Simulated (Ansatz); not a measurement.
```xyz
13

C    -1.5858    1.0721   -1.0549
C    -0.1625    1.6532   -1.0831
O     0.1524    1.5056    1.8556
Si    0.9930    1.0171    0.2212
H    -1.5829   -0.0316   -1.1544
H    -2.1804    1.4782   -1.8956
H    -2.1204    1.3280   -0.1188
H     0.3544    1.4108   -2.0428
H    -0.1570    2.7657   -1.0432
H     2.3202    1.6868    0.3580
H     1.0136   -0.4488    0.4967
H     0.0219    2.4415    2.1262
H     0.2212    0.9417    2.6577
```

Geometry: PBE-D3(BJ)/def2-SVP.

Theory: isolated molecule in a Gaussian basis; Kohn-Sham density functional theory, functional PBE0 (Ansatz).

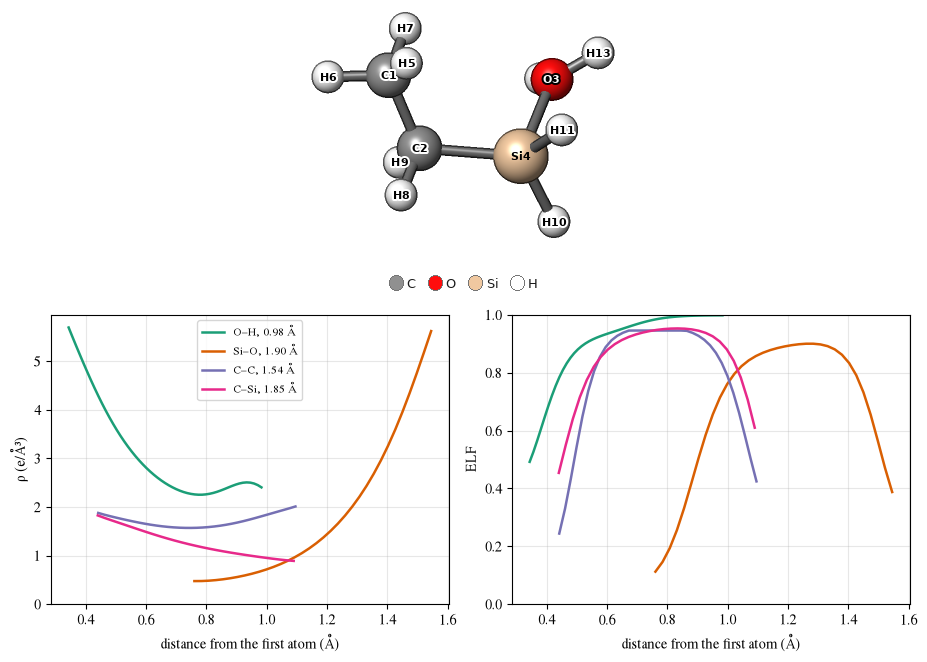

C₂H₉OSi (SMILES CC[SiH2][OH2+]) (charge +1). Total electron density and electron localisation function along straight lines between neighbouring atoms. The curves leave out the atomic cores. The structure is drawn too.

### What can be read from the curves?

O–H (0.98 Å): the density is about 3.7 e/Å³ at the midpoint; the ELF climbs to about 1 towards the hydrogen, as it does in any bond to H (an ordinary covalent bond to hydrogen).
Si–O (1.90 Å): the density is about 0.62 e/Å³ at the midpoint; the ELF peaks at about 0.90 between the atoms; a polar covalent bond.
C–C (1.54 Å): the density is about 1.6 e/Å³ at the midpoint; the ELF peaks at about 0.95 between the atoms (localised, covalent bonding).
C–Si (1.85 Å): ρ is about 1 e/Å³ halfway; the ELF peaks at about 0.95 between the atoms, as expected for a shared electron pair.
